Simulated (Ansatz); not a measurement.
Run report: Si2H5OF (charge +1), geometry relaxation (part 1 of 2)

- system: Si2H5OF, charge +1, multiplicity 2
- method: HF/STO-3G, UHF (Ansatz 0.2.0)

The starting geometry was optimised with HF/STO-3G. Figures and captions count atoms from 1; the log counts them from 0 in places.

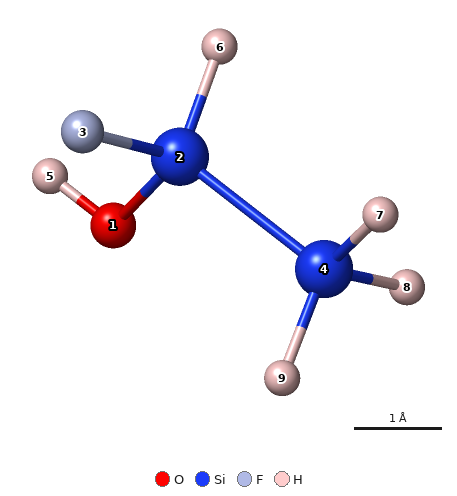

The starting structure (ball-and-stick view, seen at a tilt; atoms are numbered from 1 in the order of the input).

### Summary

| quantity | value |
| --- | --- |
| outcome | converged |
| total energy | −745.838021 hartree |
| basis functions | 33 |
| largest force | 0.008 eV/Å |
| ⟨S²⟩ | 0.756 |
| SCF solution under orbital rotations | stable |
| hardware | 1 thread of AMD EPYC (Zen 5), 16 GiB of memory available, shared host |
| wall time | 5.7 s |
| peak memory | 0.12 GiB |

### Input file
```yaml
crystal:
  periodic: [false, false, false]
  atoms:
    - symbol: O
      position_ang: [-0.345711, -0.668088, 1.784911]
    - symbol: Si
      position_ang: [-0.769411, -0.167249, 0.239544]
    - symbol: F
      position_ang: [-1.767505, 1.099089, 0.417249]
    - symbol: Si
      position_ang: [1.108581, 0.359279, -0.889098]
    - symbol: H
      position_ang: [-1.170981, -0.890156, 2.274472]
    - symbol: H
      position_ang: [-1.529679, -1.189599, -0.408247]
    - symbol: H
      position_ang: [0.782152, 0.824228, -2.193809]
    - symbol: H
      position_ang: [1.936061, -0.790448, -1.021192]
    - symbol: H
      position_ang: [1.844992, 1.376443, -0.220830]
basis:
  gaussian:
    orbitals: STO-3G
total_charge: 1
magnetization:
  spin_polarized: true
  initial_magnetization: 1
hamiltonian:
  xc: hf
relax: {}
```

Launched with:
```bash
ansatz run input.yaml --threads 1 --pin off --max-ram 3480MiB --events-out events.jsonl --progress --plain --runs-dir runs
```

### The program's output
```
The last accepted step is kept in runs//last_step.txt (removed where the run ends without a failure and the disk answers)
Functional definition: HF
  name "HF"
  exchange = exact_x
  correlation = 0
447 factors; integrals over basis functions are off by at most 1.6e-5 eV
mean field evaluation 1: about -20286.7531 eV, gradient 2.5e1 eV
mean field evaluation 2: about -20286.8054 eV, gradient 2.5e1 eV
mean field evaluation 4: about -20292.3831 eV, gradient 1.6e0 eV
mean field evaluation 8: about -20292.4708 eV, gradient 7.3e-1 eV
mean field evaluation 16: about -20293.1096 eV, gradient 2.3e-2 eV
mean field evaluation 32: about -20292.8078 eV, gradient 2.6e-1 eV
mean field evaluation 64: about -20290.0244 eV, gradient 1.0e1 eV
mean field evaluation 96: about -20293.9527 eV, gradient 1.1e0 eV
mean field evaluation 128: about -20292.9408 eV, gradient 2.9e-1 eV
mean field evaluation 160: about -20293.6015 eV, gradient 1.2e0 eV
mean field evaluation 192: about -20292.3046 eV, gradient 2.7e-1 eV
mean field -20294.11129147 eV, -745.7948341189 hartree, gradient 3.2e-6 eV, S^2 0.756447; 2 other end points of the search recorded, 0 dependent functions left out
the calculation of the forces begins
reference -20294.11129147 eV, -745.7948341189 hartree; 25, 24 occupied and 8, 9 virtual orbitals, 447 factors
relax step   1: F+E_penalty+E_count = -20294.11129147 eV  Δ(F+E_penalty+E_count) = +0.000e0 eV  max|allowed force component| = 7.259e0 eV/Å  Δτ_max = 0.0000 Å  (322 SCF iters, accepted)
these checks for a lower state are left out or cut short: starts, cluster_reference, orbital_swaps, neighbouring_geometries, increment
447 factors; integrals over basis functions are off by at most 2.5e-5 eV
mean field -20294.91514215 eV, -745.8243750865 hartree, gradient 2.5e-5 eV, S^2 0.756895; 1 other end points of the search recorded, 0 dependent functions left out
the calculation of the forces begins
reference -20294.91514215 eV, -745.8243750865 hartree; 25, 24 occupied and 8, 9 virtual orbitals, 447 factors
relax step   2: F+E_penalty+E_count = -20294.91514215 eV  Δ(F+E_penalty+E_count) = -8.039e-1 eV  max|allowed force component| = 2.778e0 eV/Å  Δτ_max = 0.1772 Å  (97 SCF iters, accepted)
these checks for a lower state are left out or cut short: starts, cluster_reference, orbital_swaps, neighbouring_geometries, increment
448 factors; integrals over basis functions are off by at most 1.2e-5 eV
mean field evaluation 224: about -20295.1403 eV, gradient 1.4e-4 eV
mean field -20295.14027453 eV, -745.8326485488 hartree, gradient 2.0e-5 eV, S^2 0.757555; 1 other end points of the search recorded, 0 dependent functions left out
the calculation of the forces begins
reference -20295.14027453 eV, -745.8326485488 hartree; 25, 24 occupied and 8, 9 virtual orbitals, 448 factors
relax step   3: F+E_penalty+E_count = -20295.14027453 eV  Δ(F+E_penalty+E_count) = -2.251e-1 eV  max|allowed force component| = 1.807e0 eV/Å  Δτ_max = 0.1922 Å  (91 SCF iters, accepted)
these checks for a lower state are left out or cut short: starts, cluster_reference, orbital_swaps, neighbouring_geometries, increment
447 factors; integrals over basis functions are off by at most 1.8e-5 eV
mean field -20295.26273052 eV, -745.8371487233 hartree, gradient 2.1e-5 eV, S^2 0.756450; 0 other end points of the search recorded, 0 dependent functions left out
the calculation of the forces begins
reference -20295.26273052 eV, -745.8371487233 hartree; 25, 24 occupied and 8, 9 virtual orbitals, 447 factors
relax step   4: F+E_penalty+E_count = -20295.26273052 eV  Δ(F+E_penalty+E_count) = -1.225e-1 eV  max|allowed force component| = 3.561e-1 eV/Å  Δτ_max = 0.2000 Å  (40 SCF iters, accepted)
these checks for a lower state are left out or cut short: starts, cluster_reference, orbital_swaps, neighbouring_geometries, increment
447 factors; integrals over basis functions are off by at most 1.5e-5 eV
mean field -20295.27954144 eV, -745.8377665133 hartree, gradient 1.9e-5 eV, S^2 0.756361; 0 other end points of the search recorded, 0 dependent functions left out
the calculation of the forces begins
reference -20295.27954144 eV, -745.8377665133 hartree; 25, 24 occupied and 8, 9 virtual orbitals, 447 factors
relax step   5: F+E_penalty+E_count = -20295.27954144 eV  Δ(F+E_penalty+E_count) = -1.681e-2 eV  max|allowed force component| = 2.389e-1 eV/Å  Δτ_max = 0.1336 Å  (45 SCF iters, accepted)
these checks for a lower state are left out or cut short: starts, cluster_reference, orbital_swaps, neighbouring_geometries, increment
447 factors; integrals over basis functions are off by at most 2.0e-5 eV
mean field evaluation 256: about -20295.2827 eV, gradient 1.1e-1 eV
mean field -20295.28281042 eV, -745.8378866463 hartree, gradient 1.7e-5 eV, S^2 0.756418; 0 other end points of the search recorded, 0 dependent functions left out
the calculation of the forces begins
reference -20295.28281042 eV, -745.8378866463 hartree; 25, 24 occupied and 8, 9 virtual orbitals, 447 factors
relax step   6: F+E_penalty+E_count = -20295.28281042 eV  Δ(F+E_penalty+E_count) = -3.269e-3 eV  max|allowed force component| = 9.715e-2 eV/Å  Δτ_max = 0.0883 Å  (42 SCF iters, accepted)
these checks for a lower state are left out or cut short: starts, cluster_reference, orbital_swaps, neighbouring_geometries, increment
447 factors; integrals over basis functions are off by at most 1.8e-5 eV
mean field -20295.28546972 eV, -745.8379843738 hartree, gradient 9.3e-6 eV, S^2 0.756420; 0 other end points of the search recorded, 0 dependent functions left out
the calculation of the forces begins
reference -20295.28546972 eV, -745.8379843738 hartree; 25, 24 occupied and 8, 9 virtual orbitals, 447 factors
relax step   7: F+E_penalty+E_count = -20295.28546972 eV  Δ(F+E_penalty+E_count) = -2.659e-3 eV  max|allowed force component| = 3.307e-2 eV/Å  Δτ_max = 0.0245 Å  (38 SCF iters, accepted)
these checks for a lower state are left out or cut short: starts, cluster_reference, orbital_swaps, neighbouring_geometries, increment
447 factors; integrals over basis functions are off by at most 1.7e-5 eV
mean field -20295.28606418 eV, -745.8380062195 hartree, gradient 2.7e-5 eV, S^2 0.756459; 0 other end points of the search recorded, 0 dependent functions left out
the calculation of the forces begins
reference -20295.28606418 eV, -745.8380062195 hartree; 25, 24 occupied and 8, 9 virtual orbitals, 447 factors
relax step   8: F+E_penalty+E_count = -20295.28606418 eV  Δ(F+E_penalty+E_count) = -5.945e-4 eV  max|allowed force component| = 6.543e-2 eV/Å  Δτ_max = 0.0201 Å  (38 SCF iters, accepted)
these checks for a lower state are left out or cut short: starts, cluster_reference, orbital_swaps, neighbouring_geometries, increment
447 factors; integrals over basis functions are off by at most 1.8e-5 eV
mean field -20295.28607238 eV, -745.8380065208 hartree, gradient 1.7e-5 eV, S^2 0.756449; 0 other end points of the search recorded, 0 dependent functions left out
the calculation of the forces begins
reference -20295.28607238 eV, -745.8380065208 hartree; 25, 24 occupied and 8, 9 virtual orbitals, 447 factors
relax step   9: F+E_penalty+E_count = -20295.28607238 eV  Δ(F+E_penalty+E_count) = -8.199e-6 eV  max|allowed force component| = 6.746e-2 eV/Å  Δτ_max = 0.0098 Å  (36 SCF iters, accepted)
these checks for a lower state are left out or cut short: starts, cluster_reference, orbital_swaps, neighbouring_geometries, increment
447 factors; integrals over basis functions are off by at most 1.8e-5 eV
mean field evaluation 288: about -20295.2864 eV, gradient 2.0e-5 eV
mean field -20295.28641523 eV, -745.8380191204 hartree, gradient 2.0e-5 eV, S^2 0.756448; 0 other end points of the search recorded, 0 dependent functions left out
the calculation of the forces begins
reference -20295.28641523 eV, -745.8380191204 hartree; 25, 24 occupied and 8, 9 virtual orbitals, 447 factors
relax step  10: F+E_penalty+E_count = -20295.28641523 eV  Δ(F+E_penalty+E_count) = -3.429e-4 eV  max|allowed force component| = 1.341e-2 eV/Å  Δτ_max = 0.0327 Å  (37 SCF iters, accepted)
these checks for a lower state are left out or cut short: starts, cluster_reference, orbital_swaps, neighbouring_geometries, increment
447 factors; integrals over basis functions are off by at most 1.8e-5 eV
mean field -20295.28646297 eV, -745.8380208750 hartree, gradient 1.6e-5 eV, S^2 0.756448; 0 other end points of the search recorded, 0 dependent functions left out
the calculation of the forces begins
reference -20295.28646297 eV, -745.8380208750 hartree; 25, 24 occupied and 8, 9 virtual orbitals, 447 factors
relax step  11: F+E_penalty+E_count = -20295.28646297 eV  Δ(F+E_penalty+E_count) = -4.775e-5 eV  max|allowed force component| = 5.343e-3 eV/Å  Δτ_max = 0.0066 Å  (36 SCF iters, accepted)
447 factors; integrals over basis functions are off by at most 1.8e-5 eV
mean field evaluation 320: about -20294.8268 eV, gradient 1.1e0 eV
mean field evaluation 352: about -20294.6447 eV, gradient 5.9e0 eV
mean field evaluation 384: about -20295.1604 eV, gradient 1.3e0 eV
```

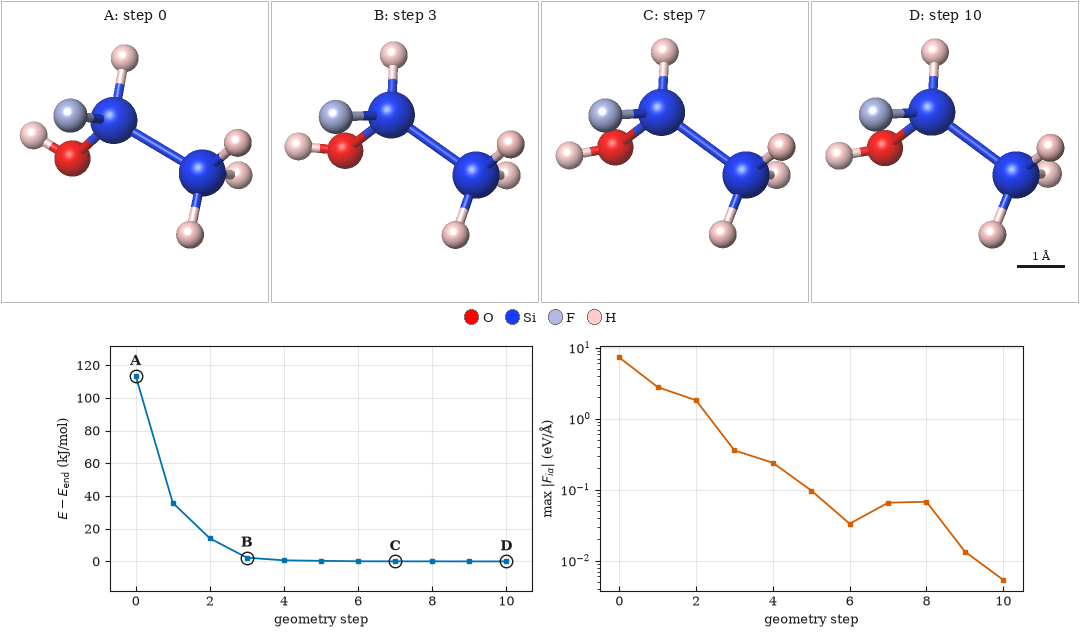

Frames of the relaxation (ball-and-stick view, seen at a tilt) above the curves, on which the letters mark them (the first geometry is step 0 here and step 1 in the log).

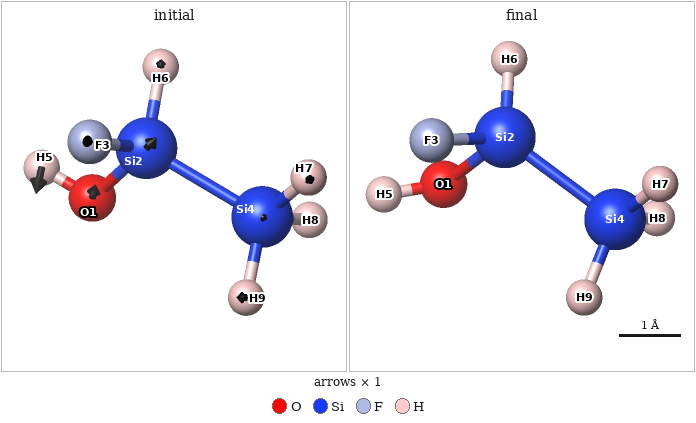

Before (left) and after (right) the relaxation, at one scale (ball-and-stick view, seen at a tilt). The black arrows give the displacements, at true length. The largest move after the best rigid fit is that of H5, 0.50 Å. Largest moves by element: H 0.50 Å, Si 0.28 Å, O 0.26 Å, F 0.18 Å. Among the contacts that change: O1–Si2 1.679 → 1.891 Å, Si2–Si4 2.253 → 2.284 Å, O1–H5 0.985 → 1.014 Å, Si2–F3 1.622 → 1.602 Å. Among the angles that change: O1–Si2–H6 109.8° → 94.7°, O1–Si2–F3 106.7° → 94.0°, Si4–Si2–H6 112.5° → 123.3°. Over 10 geometry steps the energy falls by 113.4 kJ/mol. Largest force component: 7.3 eV/Å at the start, 0.0053 eV/Å at the end. (Atoms are counted from 1 in the order of the input.)
